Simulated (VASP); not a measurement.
Band structure of KF (rock salt). Calculation: r2SCAN+rVV10, VASP's PBE PAW potentials (set 64) (plane waves; VASP).

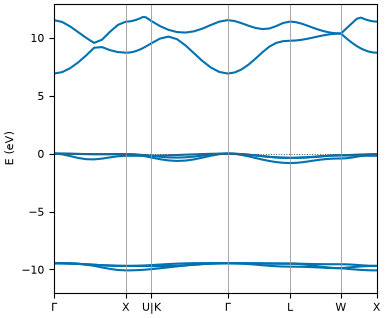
Fig. 1. Bands along high-symmetry lines, zero at the valence-band maximum or, without a gap, the Fermi level

Problem. Read the plot: is there a gap, and where are the band edges?

Solution. The gap is direct, 6.91 eV, from the valence maximum at Γ to the conduction minimum at Γ.

Measured: gap 10.90 eV (computed value off by -3.99 eV), as given by David Koller et al., Journal of Physics Condensed Matter (2013), arXiv:1304.4470.

The compound is KF in the rock salt structure. It was relaxed first.
